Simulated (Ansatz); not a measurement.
# GeH₂ (triplet): correlated methods under varied settings at angle H2–Ge1–H3 = 125.2°

Aim: run GeH₂ (triplet) at one geometry under a spread of methods and options, and see what each costs and gives.

Program: Ansatz 0.2.0, Gaussian basis. Level of theory: the settings change from run to run. These are calculated values, not measurements.

15 further runs of the same task are left out: 2 for a mislabelled method, 9 that didn't finish, 4 set aside as unsound or not needed.

## 1. The system

The geometry derives from a PBE0/def2-TZVP stationary point (not a proven minimum). One angle is set to the value named; bond lengths are kept. No spin-orbit coupling is included. The filled d shell of Ge may be among the frozen orbitals whatever the setting's name suggests; the logs give the count.

3 atoms, charge 0, spin multiplicity 3.

Atoms are counted from 1 here; the program's logs count them from 0.

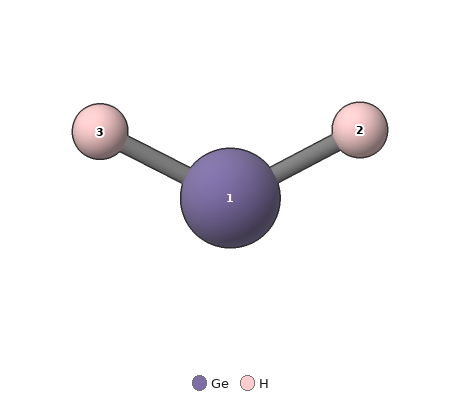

The structure; germanium purple, hydrogen pink; atoms are numbered from 1 in the order of the file.

## 2. CISD/def2-TZVP

File in.yaml:

```yaml
crystal:
  periodic: [false, false, false]
  atoms:
    - {symbol: Ge, position_ang: [0.000000, -0.019143, 0.000000]}
    - {symbol: H, position_ang: [0.000000, 0.689810, -1.367710]}
    - {symbol: H, position_ang: [0.000000, 0.689810, 1.367710]}
basis:
  gaussian: {orbitals: def2-TZVP}
magnetization: {spin_polarized: false, initial_magnetization: 2}
correlation: {active_space: {ras: {orbitals: [2, 2, 42], electrons: 6, max_holes: 2, max_particles: 2}, fixed_orbitals: true}}
scf: {lower_state_search: off}
```

Launch:

```
> ansatz run in.yaml --threads 1 --pin off --events-out ev --progress --plain --max-ram 2393MiB
```

Log:

```text
Functional definition: HF
  name "HF"
  cite "Fock, Z. Phys. 61, 126 (1930) doi:10.1007/BF01340294"
  parent pbe
  exchange = exact_x
  correlation = 0
these checks for a lower state are left out or cut short: stability, starts, cluster_reference, orbital_swaps, neighbouring_geometries, increment
423 factors; integrals over basis functions are off by at most 8.3e-4 eV
mean field evaluation 1: about -56502.6762 eV, gradient 7.8e0 eV
mean field evaluation 2: about -56502.6771 eV, gradient 7.8e0 eV
mean field evaluation 4: about -56503.2900 eV, gradient 2.0e0 eV
mean field evaluation 8: about -56503.3060 eV, gradient 1.0e-1 eV
mean field -56503.30606580 eV, -2076.4581986016 hartree, gradient 2.2e-6 eV, S^2 2.000000; 0 other end points of the search recorded, 0 dependent functions left out
reference -56503.30606580 eV, -2076.4581986016 hartree; 18, 16 occupied and 42, 44 virtual orbitals, 423 factors
state -56506.08434168 eV, -2076.5602983572 hartree
Total energy: -56506.08434168 eV, -2076.5602983572 hartree
Checks for a lower state left out: stability, starts, cluster_reference, orbital_swaps, neighbouring_geometries, increment
```

Wall time 0.96 s (1 thread of Intel Xeon Platinum 8488C, shared host).

From the report: 17,792 determinants.

## 3. CCSDT(Q) on ROHF/STO-3G

File in.yaml:

```yaml
crystal:
  periodic: [false, false, false]
  atoms:
    - {symbol: Ge, position_ang: [0.000000, -0.019143, 0.000000]}
    - {symbol: H, position_ang: [0.000000, 0.689810, -1.367710]}
    - {symbol: H, position_ang: [0.000000, 0.689810, 1.367710]}
basis:
  gaussian: {orbitals: STO-3G}
magnetization: {spin_polarized: false, initial_magnetization: 2}
correlation: {method: ccsdt_q, electrons: valence}
```

Same command.

Log, shortened:

```text
Functional definition: HF
  name "HF"
  cite "Fock, Z. Phys. 61, 126 (1930) doi:10.1007/BF01340294"
  parent pbe
[...]
227 factors; integrals over basis functions are off by at most 3.6e-8 eV
[...]
mean field -55859.80122752 eV, -2052.8098319782 hartree, gradient 7.9e-7 eV, S^2 2.000000; 0 other end points of the search recorded, 0 dependent functions left out
[...]
9 core orbitals not correlated: weight in the atoms' cores, before any rotation towards them, 1.000 or more for the frozen orbitals, at most 0.000 for the correlated occupied ones
reference -55859.80122752 eV, -2052.8098319782 hartree; 9, 7 occupied and 2, 4 virtual orbitals, 227 factors
second order -0.64466286 eV of doubles, -0.01067666 eV of singles
cycle   1  -0.89376672 eV  change   -2.4e-1 eV  update   4.7e-2
[...]
cycle  12  -1.07070049 eV  change    1.5e-6 eV  update   1.5e-6
perturbative correction -0.00014646 eV, -0.0000053822 hartree
Total energy: -55860.87207447 eV, -2052.8491848778 hartree
```

It took 2.4 s on 1 thread of Intel Xeon Platinum 8488C, shared host.

From the report: correlation -1.0708 eV; T1 0.008; largest double amplitude 0.06.

## 4. CCSDT on ROHF/STO-3G

Changes to in.yaml since step 3:

```diff
@@ -9,2 +9,2 @@
 magnetization: {spin_polarized: false, initial_magnetization: 2}
-correlation: {method: ccsdt_q, electrons: valence}
+correlation: {method: ccsdt, electrons: valence}
```

Launched as before.

Log, shortened:

```text
Functional definition: HF
  name "HF"
  cite "Fock, Z. Phys. 61, 126 (1930) doi:10.1007/BF01340294"
  parent pbe
[...]
227 factors; integrals over basis functions are off by at most 3.6e-8 eV
[...]
mean field -55859.80122752 eV, -2052.8098319782 hartree, gradient 7.9e-7 eV, S^2 2.000000; 0 other end points of the search recorded, 0 dependent functions left out
[...]
9 core orbitals not correlated: weight in the atoms' cores, before any rotation towards them, 1.000 or more for the frozen orbitals, at most 0.000 for the correlated occupied ones
reference -55859.80122752 eV, -2052.8098319782 hartree; 9, 7 occupied and 2, 4 virtual orbitals, 227 factors
second order -0.64466286 eV of doubles, -0.01067666 eV of singles
cycle   1  -0.89376672 eV  change   -2.4e-1 eV  update   4.7e-2
[...]
cycle  12  -1.07070049 eV  change    1.5e-6 eV  update   1.5e-6
Total energy: -55860.87192801 eV, -2052.8491794956 hartree
```

Run time: 0.63 s. Hardware: 1 thread of Intel Xeon Platinum 8488C, shared host.

From the report: correlation -1.0707 eV; T1 0.008; largest double amplitude 0.06.

## 5. BCCD(T) on ROHF/cc-pVDZ

Changes to in.yaml since step 4:

```diff
@@ -7,4 +7,4 @@
 basis:
-  gaussian: {orbitals: STO-3G}
+  gaussian: {orbitals: cc-pVDZ}
 magnetization: {spin_polarized: false, initial_magnetization: 2}
-correlation: {method: ccsdt, electrons: valence}
+correlation: {method: bccd_t, electrons: valence}
```

Launched as before.

Log, shortened:

```text
Functional definition: HF
  name "HF"
  cite "Fock, Z. Phys. 61, 126 (1930) doi:10.1007/BF01340294"
  parent pbe
[...]
413 factors; integrals over basis functions are off by at most 1.1e-3 eV
[...]
mean field -56502.43351674 eV, -2076.4261330152 hartree, gradient 2.2e-6 eV, S^2 2.000000; 0 other end points of the search recorded, 0 dependent functions left out
9 core orbitals not correlated: weight in the atoms' cores, before any rotation towards them, 1.000 or more for the frozen orbitals, at most 0.000 for the correlated occupied ones
reference -56502.43351674 eV, -2076.4261330152 hartree; 9, 7 occupied and 19, 21 virtual orbitals, 413 factors
second order -2.39113743 eV of doubles, -0.04021773 eV of singles
cycle   1  -2.82485930 eV  change   -3.9e-1 eV  update   5.2e-2
[...]
cycle   8  -2.99162519 eV  change   -5.2e-6 eV  update   1.6e-5
perturbative correction -0.07928794 eV, -0.0029137779 hartree
Total energy: -56505.50442987 eV, -2076.5389869913 hartree
```

Run time: 1.1 s. Hardware: 1 thread of Intel Xeon Platinum 8488C, shared host.

From the report: correlation -3.0709 eV; largest double amplitude 0.05.

## 6. CISD/def2-mTZVP

Changes to in.yaml since step 5:

```diff
@@ -7,4 +7,6 @@
 basis:
-  gaussian: {orbitals: cc-pVDZ}
+  gaussian: {orbitals: def2-mTZVP}
 magnetization: {spin_polarized: false, initial_magnetization: 2}
-correlation: {method: bccd_t, electrons: valence}
+correlation: {active_space: {ras: {orbitals: [2, 2, 24], electrons: 6, max_holes: 2, max_particles: 2}, fixed_orbitals: true}}
+accuracy: high
+output: {forces: true}
```

Same command.

Log, shortened:

```text
Functional definition: HF
  name "HF"
  cite "Fock, Z. Phys. 61, 126 (1930) doi:10.1007/BF01340294"
  parent pbe
[...]
689 factors; integrals over basis functions are off by at most 4.4e-9 eV
[...]
mean field -56503.12613518 eV, -2076.4515862735 hartree, gradient 5.4e-8 eV, S^2 2.000000; 0 other end points of the search recorded, 0 dependent functions left out
reference -56503.12613518 eV, -2076.4515862735 hartree; 18, 16 occupied and 24, 26 virtual orbitals, 689 factors
state -56505.24989410 eV, -2076.5296329742 hartree
[...]
Total energy: -56505.24989410 eV, -2076.5296329742 hartree
Atom 0 at     0.000000    -0.019143     0.000000 Å, force     0.000000    -0.470641    -0.000000 eV/Å
Atom 1 at     0.000000     0.689810    -1.367710 Å, force    -0.000000     0.235320    -0.058227 eV/Å
Atom 2 at     0.000000     0.689810     1.367710 Å, force     0.000000     0.235320     0.058227 eV/Å
Dipole moment:     0.000000     0.010584     0.000000 e Å
```

It took 1.4 s on 1 thread of Intel Xeon Platinum 8488C, shared host.

From the report: 5,956 determinants.

## 7. CCSDT(Q)/B/6-31G*

File in.yaml:

```yaml
crystal:
  periodic: [false, false, false]
  atoms:
    - {symbol: Ge, position_ang: [0.000000, -0.019143, 0.000000]}
    - {symbol: H, position_ang: [0.000000, 0.689810, -1.367710]}
    - {symbol: H, position_ang: [0.000000, 0.689810, 1.367710]}
basis:
  gaussian: {orbitals: "6-31G*"}
magnetization: {spin_polarized: true, initial_magnetization: 2}
hamiltonian: {xc: {name: r2SCAN}}
correlation: {method: ccsdt_q_b, electrons: outside_noble_gas}
```

The command is unchanged.

Log, shortened:

```text
Functional definition: r2SCAN
  name "r2SCAN"
  cite "Furness, Kaplan, Ning, Perdew & Sun, J. Phys. Chem. Lett. 11, 8208 (2020) doi:10.1021/acs.jpclett.0c02405"
  cite "Furness, Kaplan, Ning, Perdew & Sun, J. Phys. Chem. Lett. 11, 9248 (2020) doi:10.1021/acs.jpclett.0c03077"
  parent r2scan
[...]
627 factors; integrals over basis functions are off by at most 7.0e-8 eV
[...]
mean field -56540.07070454 eV, -2077.8092741553 hartree, gradient 6.6e-6 eV, S^2 2.003515; 0 other end points of the search recorded, 0 dependent functions left out
14 core orbitals not correlated: weight in the atoms' cores, before any rotation towards them, 0.999 or more for the frozen orbitals, at most 0.000 for the correlated occupied ones
reference -56494.97482893 eV, -2076.1520312939 hartree; 4, 2 occupied and 21, 23 virtual orbitals, 627 factors
second order -1.64211496 eV of doubles, -0.14217270 eV of singles
cycle   1  -2.10167372 eV  change   -3.2e-1 eV  update   4.9e-2
[...]
cycle  13  -2.29498754 eV  change    3.3e-7 eV  update   1.5e-7
perturbative correction -0.00074781 eV, -0.0000274816 hartree
Total energy: -56497.27056428 eV, -2076.2363980120 hartree
```

It took 3.4 s on 1 thread of Intel Xeon Platinum 8488C, shared host.

From the report: ⟨S²⟩ of the determinant 2.004 (pure triplet: 2.00); correlation -2.2957 eV; T1 0.019; largest double amplitude 0.06. The orbitals are Kohn-Sham ones, so correlation energy and T1 don't compare with those on Hartree-Fock orbitals.

## 8. CCSD on UHF/cc-pVDZ

File in.yaml:

```yaml
crystal:
  periodic: [false, false, false]
  atoms:
    - {symbol: Ge, position_ang: [0.000000, -0.019143, 0.000000]}
    - {symbol: H, position_ang: [0.000000, 0.689810, -1.367710]}
    - {symbol: H, position_ang: [0.000000, 0.689810, 1.367710]}
basis:
  gaussian: {orbitals: cc-pVDZ, fitting: {mean_field: def2-universal-jkfit}}
magnetization: {spin_polarized: true, initial_magnetization: 2}
correlation: {method: ccsd, electrons: all}
scf: {lower_state_search: off}
output: {forces: true}
```

Launched as before.

Log, shortened:

```text
Functional definition: HF
  name "HF"
  cite "Fock, Z. Phys. 61, 126 (1930) doi:10.1007/BF01340294"
  parent pbe
[...]
302 factors; integrals over basis functions are off by at most 3.9e-1 eV
[...]
mean field -56502.49179825 eV, -2076.4282748213 hartree, gradient 1.9e-6 eV, S^2 2.005507; 0 other end points of the search recorded, 0 dependent functions left out
reference -56502.49179825 eV, -2076.4282748213 hartree; 18, 16 occupied and 19, 21 virtual orbitals, 302 factors
second order -2.61742917 eV of doubles, -0.00000000 eV of singles
cycle   1  -2.96960510 eV  change   -3.5e-1 eV  update   5.4e-2
[...]
cycle  11  -3.16209567 eV  change    4.1e-7 eV  update   9.6e-7
[...]
Total energy: -56505.65389392 eV, -2076.5444796937 hartree
Atom 0 at     0.000000    -0.019143     0.000000 Å, force    -0.000000    -0.273905     0.000000 eV/Å
Atom 1 at     0.000000     0.689810    -1.367710 Å, force     0.000000     0.136953     0.132279 eV/Å
Atom 2 at     0.000000     0.689810     1.367710 Å, force     0.000000     0.136953    -0.132279 eV/Å
Dipole moment:     0.000000     0.012862    -0.000000 e Å
Checks for a lower state left out: starts, cluster_reference, orbital_swaps, neighbouring_geometries, increment
```

Wall time 3.4 s (1 thread of Intel Xeon Platinum 8488C, shared host).

From the report: ⟨S²⟩ of the determinant 2.006 (pure triplet: 2.00); correlation -3.1621 eV; T1 0.006; largest double amplitude 0.05.

## 9. CCSD on UHF/def2-SVPD

File in.yaml:

```yaml
crystal:
  periodic: [false, false, false]
  atoms:
    - {symbol: Ge, position_ang: [0.000000, -0.019143, 0.000000]}
    - {symbol: H, position_ang: [0.000000, 0.689810, -1.367710]}
    - {symbol: H, position_ang: [0.000000, 0.689810, 1.367710]}
basis:
  gaussian: {orbitals: def2-SVPD}
magnetization: {spin_polarized: true, initial_magnetization: 2}
correlation: {method: ccsd, electrons: valence}
```

The command is unchanged.

Log, shortened:

```text
Functional definition: HF
  name "HF"
  cite "Fock, Z. Phys. 61, 126 (1930) doi:10.1007/BF01340294"
  parent pbe
[...]
527 factors; integrals over basis functions are off by at most 1.1e-3 eV
[...]
mean field -56496.22315363 eV, -2076.1979063803 hartree, gradient 1.3e-6 eV, S^2 2.006303; 0 other end points of the search recorded, 0 dependent functions left out
9 core orbitals not correlated: weight in the atoms' cores, before any rotation towards them, 1.000 or more for the frozen orbitals, at most 0.000 for the correlated occupied ones
reference -56496.22315363 eV, -2076.1979063803 hartree; 9, 7 occupied and 36, 38 virtual orbitals, 527 factors
second order -5.64906334 eV of doubles, -0.00000000 eV of singles
cycle   1  -5.63628690 eV  change    1.3e-2 eV  update   6.5e-2
[...]
cycle   9  -5.91908742 eV  change    8.1e-7 eV  update   1.0e-5
Total energy: -56502.14224104 eV, -2076.4154288307 hartree
```

Run time: 1.1 s. Hardware: 1 thread of Intel Xeon Platinum 8488C, shared host.

From the report: ⟨S²⟩ of the determinant 2.006 (pure triplet: 2.00); correlation -5.9191 eV; T1 0.012; largest double amplitude 0.04.

## 10. CCSDT on ROHF/cc-pVDZ

File in.yaml:

```yaml
crystal:
  periodic: [false, false, false]
  atoms:
    - {symbol: Ge, position_ang: [0.000000, -0.019143, 0.000000]}
    - {symbol: H, position_ang: [0.000000, 0.689810, -1.367710]}
    - {symbol: H, position_ang: [0.000000, 0.689810, 1.367710]}
basis:
  gaussian: {orbitals: cc-pVDZ}
magnetization: {spin_polarized: false, initial_magnetization: 2}
correlation: {method: ccsdt, electrons: outside_noble_gas}
```

Same command.

Log, shortened:

```text
Functional definition: HF
  name "HF"
  cite "Fock, Z. Phys. 61, 126 (1930) doi:10.1007/BF01340294"
  parent pbe
[...]
703 factors; integrals over basis functions are off by at most 2.6e-7 eV
[...]
mean field -56502.43358308 eV, -2076.4261354533 hartree, gradient 2.6e-6 eV, S^2 2.000000; 0 other end points of the search recorded, 0 dependent functions left out
14 core orbitals not correlated: weight in the atoms' cores, before any rotation towards them, 1.000 or more for the frozen orbitals, at most 0.000 for the correlated occupied ones
reference -56502.43358308 eV, -2076.4261354533 hartree; 4, 2 occupied and 19, 21 virtual orbitals, 703 factors
second order -1.90659555 eV of doubles, -0.03096847 eV of singles
cycle   1  -2.34233310 eV  change   -4.0e-1 eV  update   5.3e-2
[...]
cycle  12  -2.56950498 eV  change   -6.4e-8 eV  update   5.9e-7
Total energy: -56505.00308806 eV, -2076.5205630197 hartree
```

Wall time 1.4 s (1 thread of Intel Xeon Platinum 8488C, shared host).

From the report: correlation -2.5695 eV; T1 0.018; largest double amplitude 0.06.

## 11. The runs in one table

Where basis and cores are those of an earlier FCI/cc-pVDZ run (-56505.0036 eV), and the state is the same kind, the miss against it is given.

| level | correlated | functions | energy (eV) | from FCI (meV) | time |
| --- | --- | --- | --- | --- | --- |
| CISD/def2-TZVP | outside noble gas | 60 | -56506.0843 |  | 0.96 s |
| CCSDT(Q) on ROHF/STO-3G | valence | 20 | -55860.8721 |  | 2.4 s |
| CCSDT on ROHF/STO-3G | valence | 20 | -55860.8719 |  | 0.63 s |
| BCCD(T) on ROHF/cc-pVDZ | valence | 37 | -56505.5044 |  | 1.1 s |
| CISD/def2-mTZVP | outside noble gas | 42 | -56505.2499 |  | 1.4 s |
| CCSDT(Q)/B/6-31G* (on r2SCAN orbitals) | outside noble gas | 39 | -56497.2706 |  | 3.4 s |
| CCSD on UHF/cc-pVDZ | all | 37 | -56505.6539 |  | 3.4 s |
| CCSD on UHF/def2-SVPD | valence | 54 | -56502.1422 |  | 1.1 s |
| CCSDT on ROHF/cc-pVDZ | outside noble gas | 37 | -56505.0031 | 0.5 | 1.4 s |

## 12. Results

```
quantity                         value
    runs                             9
quickest  CCSDT on ROHF/STO-3G, 0.63 s
 slowest    CCSD on UHF/cc-pVDZ, 3.4 s
```

**Reading.** Total energies in different bases, with other cores or another treatment of relativity can't be set against each other. CCSD on UHF/cc-pVDZ took 5 times as long as CCSDT on ROHF/STO-3G; the jobs differ in more than the method.
